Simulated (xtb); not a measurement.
CH$_{4}$N$_{2}$SSi (charge −1): geometry relaxation (part 3 of 3)

CH$_{4}$N$_{2}$SSi, charge −1, multiplicity 2; GFN-FF (xtb 6.7.1). 

Geometry of the input (Å):
```
N  1.8572  -0.8399  2.0193
C  1.2322  -0.4051  1.1793
Si 0.3669  0.3006  -0.2160
N  -0.5982  -0.8206  -0.9845
S  -0.9060  1.9130  0.4164
H  1.3460  1.1751  -1.1573
H  -0.2083  -1.7227  -1.1956
H  -1.3887  -0.7305  -1.4836
H  -1.6610  1.0466  1.2493
```

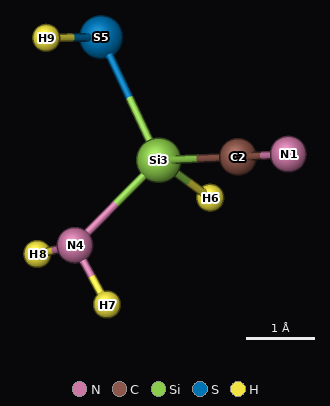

Figure 1. The geometry at step 16 of the log (ball-and-stick view, seen at a tilt; atoms are numbered from 1 in the order of the input).

## Trajectory as extended XYZ, continued
```
9
Properties=species:S:1:pos:R:3 step=15 energy=-68.11046
N     3.6225   -0.4810   -0.2723
C     2.5475   -0.0738   -0.4381
Si    0.8804    0.5623   -0.6630
N    -0.2960   -0.5817    0.0678
S     0.4004    2.6395   -0.2440
H     0.6402    0.4356   -2.0917
H    -0.1472   -1.4885   -0.3414
H    -1.2278   -0.2995   -0.2073
H     0.3752    2.2666    1.0393
9
Properties=species:S:1:pos:R:3 step=16 energy=-68.11119
N     3.6238   -0.4829   -0.2723
C     2.5486   -0.0763   -0.4366
Si    0.8824    0.5611   -0.6633
N    -0.2953   -0.5838    0.0626
S     0.3971    2.6376   -0.2454
H     0.6402    0.4356   -2.0917
H    -0.1464   -1.4937   -0.3475
H    -1.2267   -0.3007   -0.2039
H     0.3807    2.2764    1.0406
```

## Key numbers

| quantity | value |
| --- | --- |
| outcome | converged |
| total energy | −2.503040 hartree |
| dispersion energy | −0.005178 hartree |
| hardware | 1 thread of Arm Neoverse V1, 24 GiB of memory available, shared host |
| peak memory | 0.072 GiB |
